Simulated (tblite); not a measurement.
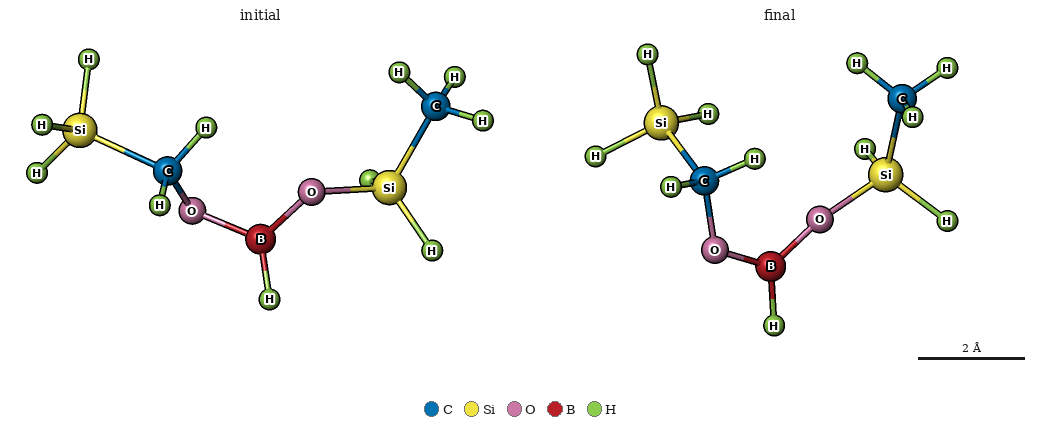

The structure of C₂H₁₁BO₂Si₂ before (left) and after (right) a relaxation, at one scale.

The picture is a ball-and-stick view, seen face on.

These are results of GFN2-xTB geometry optimisation, gas phase (tblite), not measurements. 

Question: Describe what moved and what it gained.

Answer: Over 178 geometry steps the energy falls by 160.7 kJ/mol. The largest move after the best rigid fit is that of an H atom, 2.31 Å. By element the largest moves are H 2.31 Å, O 1.46 Å, Si 1.20 Å, C 1.05 Å, B 0.56 Å. Some distances before and after: B–O 1.466 → 1.337 Å, O–Si 1.716 → 1.605 Å, B–O 1.445 → 1.335 Å, C–Si 1.841 → 1.900 Å. Among the angles between lasting bonds that change: Si–O–B 113.6° → 169.7°, B–O–C 106.3° → 122.1°, O–B–H 122.5° → 115.8°. Groups turn about C–O by about 95°, B–O by about 60°, C–Si by about 50°.
